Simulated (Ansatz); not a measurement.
**SiH4 (triplet): wB97M-V, B2PLYP, RPA-PBE over a scan of the distance Si1–H2, cc-pVTZ, part 1 of 2**

How well do these functionals follow the top wave-function level for SiH4 (triplet) over a scan of the distance Si1–H2?

Computed with Ansatz 0.2.0, Gaussian basis. Level: cc-pVTZ, all electrons in the functionals, frozen cores in the correlation of double hybrids and RPA.

The runs, in order: wB97M-V, B2PLYP, RPA-PBE, at 1.350 Å; 1.529 Å; 1.660 Å; 2.136 Å; 2.840 Å; 4.124 Å.

**1. The geometry**

The geometry derives from a PBE0/def2-TZVP stationary point (not a proven minimum). One bond is set to the value named and the two fragments are kept rigid.

5 atoms, charge 0, spin multiplicity 3.

Atoms are counted from 1 here; the program's logs count them from 0.

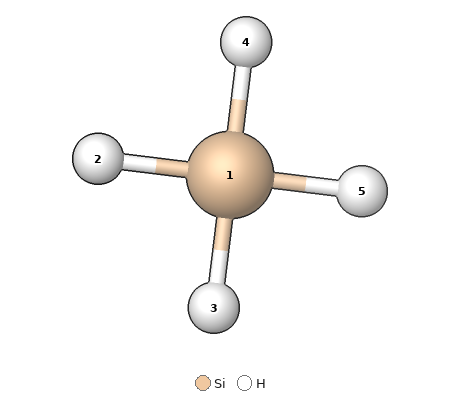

The structure; silicon light orange, hydrogen white; atoms are numbered from 1 in the order of the file.

As a file:

```xyz
5
charge 0, multiplicity 3
Si    0.00000    0.00000    0.00000
H    -0.01153    1.08511    1.07758
H    -0.01650   -1.07763    1.08499
H     0.01650    1.07763   -1.08499
H     0.01153   -1.08511   -1.07758
```

No dispersion term is added; wB97M-V holds VV10 nonlocal correlation.

The geometry shown and the zero of energy belong to the point 1.529 Å. The yardstick, UCCSDT(Q), and other wave-function levels (R restricted, U unrestricted, valence and pair active spaces) come from earlier runs.

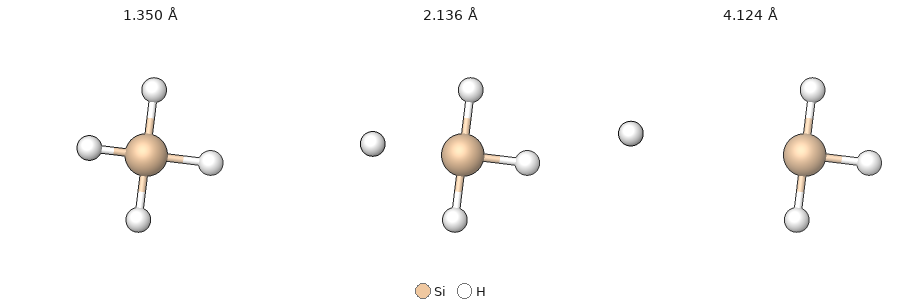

Three points of the scan; sticks are drawn by distance.

**2. wB97M-V, 1.350 Å**

in.yaml

```yaml
crystal:
  periodic: [false, false, false]
  atoms:
    - {symbol: Si, position_ang: [-0.000042, 0.003993, 0.003965]}
    - {symbol: H, position_ang: [-0.010216, 0.961878, 0.955202]}
    - {symbol: H, position_ang: [-0.016539, -1.073639, 1.088952]}
    - {symbol: H, position_ang: [0.016455, 1.081624, -1.081022]}
    - {symbol: H, position_ang: [0.011483, -1.081115, -1.073611]}
basis:
  gaussian: {orbitals: cc-pVTZ}
magnetization: {spin_polarized: true, initial_magnetization: 2}
hamiltonian: {xc: {name: wB97M-V}}
output: {orbitals: {seedname: orbitals}}
```

The run is started by

```
$ ansatz run in.yaml --threads 2 --pin off --events-out ev --progress --plain --max-ram 16896MiB --backend cuda --devices 0, --max-vram 18GiB
```

Log, cut to the lines that bear on the results:

```text
Functional definition: wB97M-V
  name "wB97M-V"
  cite "Mardirossian & Head-Gordon, J. Chem. Phys. 144, 214110 (2016) doi:10.1063/1.4952647"
  cite "Becke, J. Chem. Phys. 107, 8554 (1997) doi:10.1063/1.475007"
  cite "Vydrov & Van Voorhis, J. Chem. Phys. 133, 244103 (2010) doi:10.1063/1.3521275"
  # Of w^i u^j: cxij and so on, Table III.
[...]
  gx(w, u) = 1 - cx + cx01*u + cx10*w
  gss(w, u) = css00 + css04*u^4 + css10*w + css20*w^2 + css43*w^4*u^3
  gos(w, u) = cos00 + cos10*w + (cos20 + cos21*u)*w^2 + (cos60 + cos61*u)*w^6
[...]
      + integral(e_c_pw_mod_opposite_spin*gos(b97_w_opposite, b97_u_opposite)) + vv10(b, c)
524 factors; their error is unknown
136 factors; integrals over basis functions are off by at most 2.3e-5 eV
[...]
mean field -7936.43801480 eV, -291.6587175330 hartree, gradient 6.8e-6 eV, S^2 2.004981; 0 other end points of the search recorded, 0 dependent functions left out
reference -7936.43805307 eV, -291.6587189395 hartree; 10, 8 occupied and 80, 82 virtual orbitals, 524 factors
Total energy: -7936.43805307 eV, -291.6587189395 hartree
```

Wall time 1.4 s (1 × H100 (card shared with other runs) with 2 threads of AMD EPYC 7R13, shared host); peak host memory 0.86 GiB.

From the report: ⟨S²⟩ of the determinant 2.005 (pure triplet: 2.00).

**3. wB97M-V, 1.529 Å**

in.yaml

```yaml
crystal:
  periodic: [false, false, false]
  atoms:
    - {symbol: Si, position_ang: [0.000000, 0.000000, 0.000000]}
    - {symbol: H, position_ang: [-0.011525, 1.085107, 1.077576]}
    - {symbol: H, position_ang: [-0.016497, -1.077632, 1.084987]}
    - {symbol: H, position_ang: [0.016497, 1.077632, -1.084987]}
    - {symbol: H, position_ang: [0.011525, -1.085107, -1.077576]}
basis:
  gaussian: {orbitals: cc-pVTZ}
magnetization: {spin_polarized: true, initial_magnetization: 2}
hamiltonian: {xc: {name: wB97M-V}}
output: {orbitals: {seedname: orbitals}}
```

Launched as before.

Log, cut to the lines that bear on the results:

```text
Functional definition: wB97M-V
  name "wB97M-V"
  cite "Mardirossian & Head-Gordon, J. Chem. Phys. 144, 214110 (2016) doi:10.1063/1.4952647"
  cite "Becke, J. Chem. Phys. 107, 8554 (1997) doi:10.1063/1.475007"
  cite "Vydrov & Van Voorhis, J. Chem. Phys. 133, 244103 (2010) doi:10.1063/1.3521275"
  # Of w^i u^j: cxij and so on, Table III.
[...]
  gx(w, u) = 1 - cx + cx01*u + cx10*w
  gss(w, u) = css00 + css04*u^4 + css10*w + css20*w^2 + css43*w^4*u^3
  gos(w, u) = cos00 + cos10*w + (cos20 + cos21*u)*w^2 + (cos60 + cos61*u)*w^6
[...]
      + integral(e_c_pw_mod_opposite_spin*gos(b97_w_opposite, b97_u_opposite)) + vv10(b, c)
524 factors; their error is unknown
136 factors; integrals over basis functions are off by at most 2.6e-5 eV
[...]
mean field -7936.70485675 eV, -291.6685237939 hartree, gradient 1.3e-5 eV, S^2 2.005041; 0 other end points of the search recorded, 0 dependent functions left out
reference -7936.70489524 eV, -291.6685252084 hartree; 10, 8 occupied and 80, 82 virtual orbitals, 524 factors
Total energy: -7936.70489524 eV, -291.6685252084 hartree
```

It took 1.9 s on 1 × H100 (card shared with other runs) with 2 threads of AMD EPYC 7R13, shared host; peak host memory 0.85 GiB.

From the report: ⟨S²⟩ of the determinant 2.005 (pure triplet: 2.00).

**4. wB97M-V, 1.660 Å**

in.yaml

```yaml
crystal:
  periodic: [false, false, false]
  atoms:
    - {symbol: Si, position_ang: [0.000031, -0.002910, -0.002890]}
    - {symbol: H, position_ang: [-0.012479, 1.174933, 1.166780]}
    - {symbol: H, position_ang: [-0.016466, -1.080543, 1.082097]}
    - {symbol: H, position_ang: [0.016528, 1.074722, -1.087877]}
    - {symbol: H, position_ang: [0.011556, -1.088017, -1.080466]}
basis:
  gaussian: {orbitals: cc-pVTZ}
magnetization: {spin_polarized: true, initial_magnetization: 2}
hamiltonian: {xc: {name: wB97M-V}}
output: {orbitals: {seedname: orbitals}}
```

Same command.

Log, cut to the lines that bear on the results:

```text
Functional definition: wB97M-V
  name "wB97M-V"
  cite "Mardirossian & Head-Gordon, J. Chem. Phys. 144, 214110 (2016) doi:10.1063/1.4952647"
  cite "Becke, J. Chem. Phys. 107, 8554 (1997) doi:10.1063/1.475007"
  cite "Vydrov & Van Voorhis, J. Chem. Phys. 133, 244103 (2010) doi:10.1063/1.3521275"
  # Of w^i u^j: cxij and so on, Table III.
[...]
  gx(w, u) = 1 - cx + cx01*u + cx10*w
  gss(w, u) = css00 + css04*u^4 + css10*w + css20*w^2 + css43*w^4*u^3
  gos(w, u) = cos00 + cos10*w + (cos20 + cos21*u)*w^2 + (cos60 + cos61*u)*w^6
[...]
      + integral(e_c_pw_mod_opposite_spin*gos(b97_w_opposite, b97_u_opposite)) + vv10(b, c)
524 factors; their error is unknown
136 factors; integrals over basis functions are off by at most 2.7e-5 eV
[...]
mean field -7936.60711979 eV, -291.6649320269 hartree, gradient 1.9e-5 eV, S^2 2.005954; 0 other end points of the search recorded, 0 dependent functions left out
reference -7936.60715846 eV, -291.6649334478 hartree; 10, 8 occupied and 80, 82 virtual orbitals, 524 factors
Total energy: -7936.60715846 eV, -291.6649334478 hartree
```

It took 5.5 s on 1 × H100 (card shared with other runs) with 2 threads of AMD EPYC 7R13, shared host; peak host memory 0.85 GiB.

From the report: ⟨S²⟩ of the determinant 2.006 (pure triplet: 2.00).

From 1.529 Å: +2.3 kcal/mol.

**5. wB97M-V, 2.136 Å**

in.yaml

```yaml
crystal:
  periodic: [false, false, false]
  atoms:
    - {symbol: Si, position_ang: [0.000143, -0.013510, -0.013416]}
    - {symbol: H, position_ang: [-0.015954, 1.502077, 1.491653]}
    - {symbol: H, position_ang: [-0.016354, -1.091142, 1.071571]}
    - {symbol: H, position_ang: [0.016640, 1.064122, -1.098403]}
    - {symbol: H, position_ang: [0.011668, -1.098617, -1.090992]}
basis:
  gaussian: {orbitals: cc-pVTZ}
magnetization: {spin_polarized: true, initial_magnetization: 2}
hamiltonian: {xc: {name: wB97M-V}}
output: {orbitals: {seedname: orbitals}}
```

The command is unchanged.

Log, cut to the lines that bear on the results:

```text
Functional definition: wB97M-V
  name "wB97M-V"
  cite "Mardirossian & Head-Gordon, J. Chem. Phys. 144, 214110 (2016) doi:10.1063/1.4952647"
  cite "Becke, J. Chem. Phys. 107, 8554 (1997) doi:10.1063/1.475007"
  cite "Vydrov & Van Voorhis, J. Chem. Phys. 133, 244103 (2010) doi:10.1063/1.3521275"
  # Of w^i u^j: cxij and so on, Table III.
[...]
  gx(w, u) = 1 - cx + cx01*u + cx10*w
  gss(w, u) = css00 + css04*u^4 + css10*w + css20*w^2 + css43*w^4*u^3
  gos(w, u) = cos00 + cos10*w + (cos20 + cos21*u)*w^2 + (cos60 + cos61*u)*w^6
[...]
      + integral(e_c_pw_mod_opposite_spin*gos(b97_w_opposite, b97_u_opposite)) + vv10(b, c)
524 factors; their error is unknown
136 factors; integrals over basis functions are off by at most 2.5e-5 eV
[...]
mean field -7935.92946033 eV, -291.6400285011 hartree, gradient 1.4e-5 eV, S^2 2.010369; 0 other end points of the search recorded, 0 dependent functions left out
reference -7935.92949950 eV, -291.6400299404 hartree; 10, 8 occupied and 80, 82 virtual orbitals, 524 factors
Total energy: -7935.92949950 eV, -291.6400299404 hartree
```

Run time: 2.1 s. Hardware: 1 × H100 (card shared with other runs) with 2 threads of AMD EPYC 7R13, shared host; peak host memory 0.85 GiB.

From the report: ⟨S²⟩ of the determinant 2.010 (pure triplet: 2.00).

From 1.529 Å: +17.9 kcal/mol.

**6. wB97M-V, 2.840 Å**

in.yaml

```yaml
crystal:
  periodic: [false, false, false]
  atoms:
    - {symbol: Si, position_ang: [0.000310, -0.029186, -0.028984]}
    - {symbol: H, position_ang: [-0.021093, 1.985920, 1.972138]}
    - {symbol: H, position_ang: [-0.016187, -1.106818, 1.056003]}
    - {symbol: H, position_ang: [0.016807, 1.048446, -1.113971]}
    - {symbol: H, position_ang: [0.011835, -1.114293, -1.106560]}
basis:
  gaussian: {orbitals: cc-pVTZ}
magnetization: {spin_polarized: true, initial_magnetization: 2}
hamiltonian: {xc: {name: wB97M-V}}
output: {orbitals: {seedname: orbitals}}
```

The command is unchanged.

Log, cut to the lines that bear on the results:

```text
Functional definition: wB97M-V
  name "wB97M-V"
  cite "Mardirossian & Head-Gordon, J. Chem. Phys. 144, 214110 (2016) doi:10.1063/1.4952647"
  cite "Becke, J. Chem. Phys. 107, 8554 (1997) doi:10.1063/1.475007"
  cite "Vydrov & Van Voorhis, J. Chem. Phys. 133, 244103 (2010) doi:10.1063/1.3521275"
  # Of w^i u^j: cxij and so on, Table III.
[...]
  gx(w, u) = 1 - cx + cx01*u + cx10*w
  gss(w, u) = css00 + css04*u^4 + css10*w + css20*w^2 + css43*w^4*u^3
  gos(w, u) = cos00 + cos10*w + (cos20 + cos21*u)*w^2 + (cos60 + cos61*u)*w^6
[...]
      + integral(e_c_pw_mod_opposite_spin*gos(b97_w_opposite, b97_u_opposite)) + vv10(b, c)
524 factors; their error is unknown
136 factors; integrals over basis functions are off by at most 3.1e-5 eV
[...]
mean field -7935.68807288 eV, -291.6311576757 hartree, gradient 3.8e-5 eV, S^2 2.002847; 1 other end points of the search recorded, 0 dependent functions left out
reference -7935.68811366 eV, -291.6311591742 hartree; 10, 8 occupied and 80, 82 virtual orbitals, 524 factors
Total energy: -7935.68811366 eV, -291.6311591742 hartree
```

Wall time 2.4 s (1 × H100 (card shared with other runs) with 2 threads of AMD EPYC 7R13, shared host); peak host memory 0.85 GiB.

From the report: ⟨S²⟩ of the determinant 2.003 (pure triplet: 2.00).

From 1.529 Å: +23.4 kcal/mol.

**7. wB97M-V, 4.124 Å**

in.yaml

```yaml
crystal:
  periodic: [false, false, false]
  atoms:
    - {symbol: Si, position_ang: [0.000614, -0.057778, -0.057377]}
    - {symbol: H, position_ang: [-0.030465, 2.868384, 2.848477]}
    - {symbol: H, position_ang: [-0.015883, -1.135410, 1.027610]}
    - {symbol: H, position_ang: [0.017111, 1.019854, -1.142364]}
    - {symbol: H, position_ang: [0.012139, -1.142885, -1.134953]}
basis:
  gaussian: {orbitals: cc-pVTZ}
magnetization: {spin_polarized: true, initial_magnetization: 2}
hamiltonian: {xc: {name: wB97M-V}}
output: {orbitals: {seedname: orbitals}}
```

The command is unchanged.

Log, cut to the lines that bear on the results:

```text
Functional definition: wB97M-V
  name "wB97M-V"
  cite "Mardirossian & Head-Gordon, J. Chem. Phys. 144, 214110 (2016) doi:10.1063/1.4952647"
  cite "Becke, J. Chem. Phys. 107, 8554 (1997) doi:10.1063/1.475007"
  cite "Vydrov & Van Voorhis, J. Chem. Phys. 133, 244103 (2010) doi:10.1063/1.3521275"
  # Of w^i u^j: cxij and so on, Table III.
[...]
  gx(w, u) = 1 - cx + cx01*u + cx10*w
  gss(w, u) = css00 + css04*u^4 + css10*w + css20*w^2 + css43*w^4*u^3
  gos(w, u) = cos00 + cos10*w + (cos20 + cos21*u)*w^2 + (cos60 + cos61*u)*w^6
[...]
      + integral(e_c_pw_mod_opposite_spin*gos(b97_w_opposite, b97_u_opposite)) + vv10(b, c)
524 factors; their error is unknown
136 factors; integrals over basis functions are off by at most 3.3e-5 eV
[...]
mean field -7935.69183098 eV, -291.6312957833 hartree, gradient 3.5e-5 eV, S^2 2.005775; 1 other end points of the search recorded, 0 dependent functions left out
reference -7935.69187518 eV, -291.6312974078 hartree; 10, 8 occupied and 80, 82 virtual orbitals, 524 factors
Total energy: -7935.69187518 eV, -291.6312974078 hartree
```

It took 2.6 s on 1 × H100 (card shared with other runs) with 2 threads of AMD EPYC 7R13, shared host; peak host memory 0.85 GiB.

From the report: ⟨S²⟩ of the determinant 2.006 (pure triplet: 2.00).

From 1.529 Å: +23.4 kcal/mol.

**8. B2PLYP, 1.350 Å**

in.yaml

```yaml
crystal:
  periodic: [false, false, false]
  atoms:
    - {symbol: Si, position_ang: [-0.000042, 0.003993, 0.003965]}
    - {symbol: H, position_ang: [-0.010216, 0.961878, 0.955202]}
    - {symbol: H, position_ang: [-0.016539, -1.073639, 1.088952]}
    - {symbol: H, position_ang: [0.016455, 1.081624, -1.081022]}
    - {symbol: H, position_ang: [0.011483, -1.081115, -1.073611]}
basis:
  gaussian: {orbitals: cc-pVTZ}
magnetization: {spin_polarized: true, initial_magnetization: 2}
hamiltonian: {xc: {name: B2PLYP}}
correlation: {electrons: outside_noble_gas}
```

The command is unchanged.

Log, cut to the lines that bear on the results:

```text
Functional definition: B2PLYP
  name "B2PLYP"
  cite "Grimme, J. Chem. Phys. 124, 034108 (2006) doi:10.1063/1.2148954"
  cite "Becke, Phys. Rev. A 38, 3098 (1988) doi:10.1103/PhysRevA.38.3098"
  cite "Lee, Yang & Parr, Phys. Rev. B 37, 785 (1988) doi:10.1103/PhysRevB.37.785"
[...]
496 factors; integrals over basis functions are off by at most 1.7e-3 eV
[...]
mean field -7932.75450261 eV, -291.5233509568 hartree, gradient 8.5e-6 eV, S^2 2.012232; 0 other end points of the search recorded, 0 dependent functions left out
5 core orbitals not correlated: weight in the atoms' cores, before any rotation towards them, 1.000 or more for the frozen orbitals, at most 0.000 for the correlated occupied ones
reference -7932.75463069 eV, -291.5233556635 hartree; 5, 3 occupied and 80, 82 virtual orbitals, 496 factors
second order -5.05719077 eV of doubles, -0.00000000 eV of singles
Total energy: -7934.12007219 eV, -291.5735347134 hartree
```

Run time: 1.1 s. Hardware: 1 × H100 (card shared with other runs) with 2 threads of AMD EPYC 7R13, shared host; peak host memory 0.8 GiB.

From the report: ⟨S²⟩ of the determinant 2.012 (pure triplet: 2.00).

**9. B2PLYP, 1.529 Å**

in.yaml

```yaml
crystal:
  periodic: [false, false, false]
  atoms:
    - {symbol: Si, position_ang: [0.000000, 0.000000, 0.000000]}
    - {symbol: H, position_ang: [-0.011525, 1.085107, 1.077576]}
    - {symbol: H, position_ang: [-0.016497, -1.077632, 1.084987]}
    - {symbol: H, position_ang: [0.016497, 1.077632, -1.084987]}
    - {symbol: H, position_ang: [0.011525, -1.085107, -1.077576]}
basis:
  gaussian: {orbitals: cc-pVTZ}
magnetization: {spin_polarized: true, initial_magnetization: 2}
hamiltonian: {xc: {name: B2PLYP}}
correlation: {electrons: outside_noble_gas}
```

The command is unchanged.

Log, cut to the lines that bear on the results:

```text
Functional definition: B2PLYP
  name "B2PLYP"
  cite "Grimme, J. Chem. Phys. 124, 034108 (2006) doi:10.1063/1.2148954"
  cite "Becke, Phys. Rev. A 38, 3098 (1988) doi:10.1103/PhysRevA.38.3098"
  cite "Lee, Yang & Parr, Phys. Rev. B 37, 785 (1988) doi:10.1103/PhysRevB.37.785"
[...]
504 factors; integrals over basis functions are off by at most 8.6e-4 eV
[...]
mean field -7933.02132854 eV, -291.5331566290 hartree, gradient 1.6e-6 eV, S^2 2.012340; 0 other end points of the search recorded, 0 dependent functions left out
5 core orbitals not correlated: weight in the atoms' cores, before any rotation towards them, 1.000 or more for the frozen orbitals, at most 0.000 for the correlated occupied ones
reference -7933.02145914 eV, -291.5331614283 hartree; 5, 3 occupied and 80, 82 virtual orbitals, 504 factors
second order -5.07878493 eV of doubles, -0.00000000 eV of singles
Total energy: -7934.39273107 eV, -291.5835547423 hartree
```

It took 1.4 s on 1 × H100 (card shared with other runs) with 2 threads of AMD EPYC 7R13, shared host; peak host memory 0.8 GiB.

From the report: ⟨S²⟩ of the determinant 2.012 (pure triplet: 2.00).

**10. B2PLYP, 1.660 Å**

in.yaml

```yaml
crystal:
  periodic: [false, false, false]
  atoms:
    - {symbol: Si, position_ang: [0.000031, -0.002910, -0.002890]}
    - {symbol: H, position_ang: [-0.012479, 1.174933, 1.166780]}
    - {symbol: H, position_ang: [-0.016466, -1.080543, 1.082097]}
    - {symbol: H, position_ang: [0.016528, 1.074722, -1.087877]}
    - {symbol: H, position_ang: [0.011556, -1.088017, -1.080466]}
basis:
  gaussian: {orbitals: cc-pVTZ}
magnetization: {spin_polarized: true, initial_magnetization: 2}
hamiltonian: {xc: {name: B2PLYP}}
correlation: {electrons: outside_noble_gas}
```

Launched as before.

Log, cut to the lines that bear on the results:

```text
Functional definition: B2PLYP
  name "B2PLYP"
  cite "Grimme, J. Chem. Phys. 124, 034108 (2006) doi:10.1063/1.2148954"
  cite "Becke, Phys. Rev. A 38, 3098 (1988) doi:10.1103/PhysRevA.38.3098"
  cite "Lee, Yang & Parr, Phys. Rev. B 37, 785 (1988) doi:10.1103/PhysRevB.37.785"
[...]
503 factors; integrals over basis functions are off by at most 1.3e-3 eV
[...]
mean field -7932.92724791 eV, -291.5296992295 hartree, gradient 3.7e-6 eV, S^2 2.014187; 0 other end points of the search recorded, 0 dependent functions left out
5 core orbitals not correlated: weight in the atoms' cores, before any rotation towards them, 1.000 or more for the frozen orbitals, at most 0.000 for the correlated occupied ones
reference -7932.92738022 eV, -291.5297040919 hartree; 5, 3 occupied and 80, 82 virtual orbitals, 503 factors
second order -5.08009037 eV of doubles, -0.00000000 eV of singles
Total energy: -7934.29900462 eV, -291.5801103589 hartree
```

Wall time 4.8 s (1 × H100 (card shared with other runs) with 2 threads of AMD EPYC 7R13, shared host); peak host memory 0.8 GiB.

From the report: ⟨S²⟩ of the determinant 2.014 (pure triplet: 2.00).

From 1.529 Å: +2.2 kcal/mol.

**11. B2PLYP, 2.136 Å**

in.yaml

```yaml
crystal:
  periodic: [false, false, false]
  atoms:
    - {symbol: Si, position_ang: [0.000143, -0.013510, -0.013416]}
    - {symbol: H, position_ang: [-0.015954, 1.502077, 1.491653]}
    - {symbol: H, position_ang: [-0.016354, -1.091142, 1.071571]}
    - {symbol: H, position_ang: [0.016640, 1.064122, -1.098403]}
    - {symbol: H, position_ang: [0.011668, -1.098617, -1.090992]}
basis:
  gaussian: {orbitals: cc-pVTZ}
magnetization: {spin_polarized: true, initial_magnetization: 2}
hamiltonian: {xc: {name: B2PLYP}}
correlation: {electrons: outside_noble_gas}
```

Launched as before.

Log, cut to the lines that bear on the results:

```text
Functional definition: B2PLYP
  name "B2PLYP"
  cite "Grimme, J. Chem. Phys. 124, 034108 (2006) doi:10.1063/1.2148954"
  cite "Becke, Phys. Rev. A 38, 3098 (1988) doi:10.1103/PhysRevA.38.3098"
  cite "Lee, Yang & Parr, Phys. Rev. B 37, 785 (1988) doi:10.1103/PhysRevB.37.785"
[...]
501 factors; integrals over basis functions are off by at most 1.2e-3 eV
[...]
mean field -7932.34789997 eV, -291.5084085852 hartree, gradient 5.3e-6 eV, S^2 2.016582; 0 other end points of the search recorded, 0 dependent functions left out
5 core orbitals not correlated: weight in the atoms' cores, before any rotation towards them, 1.000 or more for the frozen orbitals, at most 0.000 for the correlated occupied ones
reference -7932.34803662 eV, -291.5084136073 hartree; 5, 3 occupied and 80, 82 virtual orbitals, 501 factors
second order -4.75963843 eV of doubles, -0.00000000 eV of singles
Total energy: -7933.63313900 eV, -291.5556402486 hartree
```

Wall time 1.3 s (1 × H100 (card shared with other runs) with 2 threads of AMD EPYC 7R13, shared host); peak host memory 0.8 GiB.

From the report: ⟨S²⟩ of the determinant 2.017 (pure triplet: 2.00).

From 1.529 Å: +17.5 kcal/mol.

**12. B2PLYP, 2.840 Å**

in.yaml

```yaml
crystal:
  periodic: [false, false, false]
  atoms:
    - {symbol: Si, position_ang: [0.000310, -0.029186, -0.028984]}
    - {symbol: H, position_ang: [-0.021093, 1.985920, 1.972138]}
    - {symbol: H, position_ang: [-0.016187, -1.106818, 1.056003]}
    - {symbol: H, position_ang: [0.016807, 1.048446, -1.113971]}
    - {symbol: H, position_ang: [0.011835, -1.114293, -1.106560]}
basis:
  gaussian: {orbitals: cc-pVTZ}
magnetization: {spin_polarized: true, initial_magnetization: 2}
hamiltonian: {xc: {name: B2PLYP}}
correlation: {electrons: outside_noble_gas}
```

Same command.

Log, cut to the lines that bear on the results:

```text
Functional definition: B2PLYP
  name "B2PLYP"
  cite "Grimme, J. Chem. Phys. 124, 034108 (2006) doi:10.1063/1.2148954"
  cite "Becke, Phys. Rev. A 38, 3098 (1988) doi:10.1103/PhysRevA.38.3098"
  cite "Lee, Yang & Parr, Phys. Rev. B 37, 785 (1988) doi:10.1103/PhysRevB.37.785"
[...]
495 factors; integrals over basis functions are off by at most 1.7e-3 eV
[...]
mean field -7932.20151875 eV, -291.5030291748 hartree, gradient 8.1e-6 eV, S^2 2.010705; 2 other end points of the search recorded, 0 dependent functions left out
5 core orbitals not correlated: weight in the atoms' cores, before any rotation towards them, 1.000 or more for the frozen orbitals, at most 0.000 for the correlated occupied ones
reference -7932.20166171 eV, -291.5030344286 hartree; 5, 3 occupied and 80, 82 virtual orbitals, 495 factors
second order -4.42126267 eV of doubles, -0.00000000 eV of singles
Total energy: -7933.39540263 eV, -291.5469035983 hartree
```

Wall time 1.7 s (1 × H100 (card shared with other runs) with 2 threads of AMD EPYC 7R13, shared host); peak host memory 0.8 GiB.

From the report: ⟨S²⟩ of the determinant 2.011 (pure triplet: 2.00).

From 1.529 Å: +23.0 kcal/mol.

(Continued in part 2 of 2.)
